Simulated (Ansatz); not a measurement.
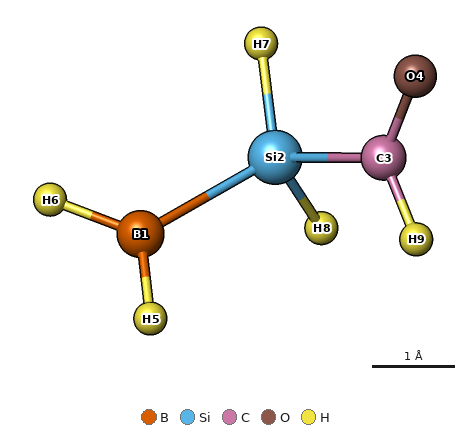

Fig. 1: The input geometry of the first run (ball-and-stick view, seen at a tilt; atoms are numbered from 1 in the order of the input). Bond lengths as drawn: B–H 1.19 to 1.20 Å, B–Si 2.01 Å, C–H 1.12 Å, C–O 1.20 Å, C–Si 1.93 Å and H–Si 1.48 to 1.49 Å.

## What a change does: single-point calculation on CH5BOSi

System: CH5BOSi, SMILES B[SiH2]C=O.
Method of the first run: RKS wB97M-V/def2-SVP (Ansatz 0.2.0).

The geometry comes from this level: PBE0-D4/def2-TZVP. Text and figures count atoms from 1; the logs count them from 0 in places.

## Input file, the first run
```yaml
crystal:
  periodic: [false, false, false]
  atoms:
    - {symbol: B, position_ang: [-0.950116, 0.849962, -1.073142]}
    - {symbol: Si, position_ang: [0.610784, -0.206031, -0.386539]}
    - {symbol: C, position_ang: [0.330634, -0.553651, 1.494472]}
    - {symbol: O, position_ang: [1.022800, -0.098396, 2.365799]}
    - {symbol: H, position_ang: [-2.057631, 0.518183, -0.766995]}
    - {symbol: H, position_ang: [-0.828791, 1.799433, -1.786879]}
    - {symbol: H, position_ang: [1.958063, 0.387565, -0.570734]}
    - {symbol: H, position_ang: [0.541989, -1.540923, -1.055879]}
    - {symbol: H, position_ang: [-0.539232, -1.202441, 1.762897]}
basis:
  gaussian: {orbitals: def2-SVP}
hamiltonian: {xc: {name: wB97M-V}}
output: {orbitals: {seedname: orbitals}}
```

Hardware: 4 CPU threads, shared host.

## Output (the first run)
```
Functional definition: wB97M-V
  parameter omega = 0.3/bohr
  parameter cx = 0.15
  parameter cx01 = 1.007
  parameter cx10 = 0.259
  parameter css00 = 0.443
  parameter css04 = -1.437
  parameter css10 = -4.535
  parameter css20 = -3.390
  parameter css43 = 4.278
  parameter cos00 = 1.000
  parameter cos10 = 1.358
  parameter cos20 = 2.924
  parameter cos21 = -8.812
  parameter cos60 = -1.390
  parameter cos61 = 9.142
  parameter b = 6.0
  parameter c = 0.01
  gx(w, u) = 1 - cx + cx01*u + cx10*w
  gss(w, u) = css00 + css04*u^4 + css10*w + css20*w^2 + css43*w^4*u^3
  gos(w, u) = cos00 + cos10*w + (cos20 + cos21*u)*w^2 + (cos60 + cos61*u)*w^6
  exchange = spin_sum(e_x_unif_sr(omega)*gx(b97_w, b97_u_x)) + cx*exact_x_sr(omega) + exact_x_lr(omega)
  correlation = spin_sum(e_c_pw_mod_same_spin*gss(b97_w, b97_u_same))
      + integral(e_c_pw_mod_opposite_spin*gos(b97_w_opposite, b97_u_opposite)) + vv10(b, c)
941 factors; their error is unknown
270 factors; integrals over basis functions are off by at most 1.0e-5 eV
mean field evaluation 1: about -11706.7070 eV, gradient 3.6e1 eV
mean field evaluation 2: about -11704.9166 eV, gradient 5.1e1 eV
mean field evaluation 4: about -11709.4142 eV, gradient 1.6e0 eV
mean field evaluation 8: about -11709.4276 eV, gradient 1.1e-1 eV
mean field evaluation 16: about -11709.4332 eV, gradient 1.1e-4 eV
mean field -11709.43316700 eV, -430.3137319484 hartree, gradient 4.7e-5 eV, S^2 0.000000; 0 other end points of the search recorded, 0 dependent functions left out
reference -11709.43320786 eV, -430.3137334501 hartree; 19, 19 occupied and 66, 66 virtual orbitals, 941 factors
Total energy: -11709.43320786 eV, -430.3137334501 hartree
```

For the second run the input was changed thus:
```diff
-  gaussian: {orbitals: def2-SVP}
+  gaussian: {orbitals: "def2-QZVPP.json"}
```

Predict how the results change.

The total energy of the second run is 181.6 kcal/mol lower, which measures the change of basis and not a stability. The HOMO goes from −9.12 to −9.31 eV. The LUMO goes from −0.71 to −0.91 eV. The basis functions go from 85 to 391.

## Output (the second run)
```
Functional definition: wB97M-V
  parameter omega = 0.3/bohr
  parameter cx = 0.15
  parameter cx01 = 1.007
  parameter cx10 = 0.259
  parameter css00 = 0.443
  parameter css04 = -1.437
  parameter css10 = -4.535
  parameter css20 = -3.390
  parameter css43 = 4.278
  parameter cos00 = 1.000
  parameter cos10 = 1.358
  parameter cos20 = 2.924
  parameter cos21 = -8.812
  parameter cos60 = -1.390
  parameter cos61 = 9.142
  parameter b = 6.0
  parameter c = 0.01
  gx(w, u) = 1 - cx + cx01*u + cx10*w
  gss(w, u) = css00 + css04*u^4 + css10*w + css20*w^2 + css43*w^4*u^3
  gos(w, u) = cos00 + cos10*w + (cos20 + cos21*u)*w^2 + (cos60 + cos61*u)*w^6
  exchange = spin_sum(e_x_unif_sr(omega)*gx(b97_w, b97_u_x)) + cx*exact_x_sr(omega) + exact_x_lr(omega)
  correlation = spin_sum(e_c_pw_mod_same_spin*gss(b97_w, b97_u_same))
      + integral(e_c_pw_mod_opposite_spin*gos(b97_w_opposite, b97_u_opposite)) + vv10(b, c)
1221 factors; their error is unknown
336 factors; integrals over basis functions are off by at most 1.1e-5 eV
mean field evaluation 1: about -11714.0865 eV, gradient 4.1e1 eV
mean field evaluation 2: about -11712.4205 eV, gradient 5.5e1 eV
mean field evaluation 4: about -11717.2880 eV, gradient 2.2e0 eV
mean field evaluation 8: about -11717.3064 eV, gradient 3.9e-2 eV
mean field evaluation 16: about -11717.3063 eV, gradient 6.8e-5 eV
mean field -11717.30629452 eV, -430.6030640481 hartree, gradient 6.8e-5 eV, S^2 0.000000; 0 other end points of the search recorded, 0 dependent functions left out
reference -11717.30636425 eV, -430.6030666107 hartree; 19, 19 occupied and 372, 372 virtual orbitals, 1221 factors
Total energy: -11717.30636425 eV, -430.6030666107 hartree
```

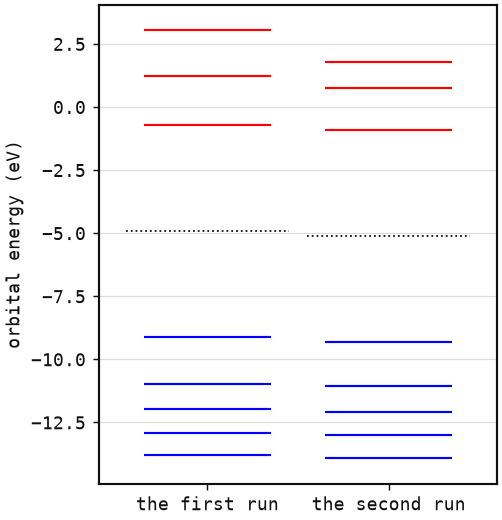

Fig. 2: The five highest filled and three lowest empty orbital energies of the two runs; the dotted lines part filled from empty levels. The HOMO–LUMO gap is 8.41 eV in the first run and 8.41 eV in the second run.

## The two runs side by side

| quantity | the first run | the second run |
| --- | --- | --- |
| outcome | converged | converged |
| total energy (hartree) | −430.313733 | −430.603067 |
| HOMO (eV) | −9.12 | −9.31 |
| LUMO (eV) | −0.71 | −0.91 |
| basis functions | 85 | 391 |
| wall time (shared host) | 3.9 s | 17 s |
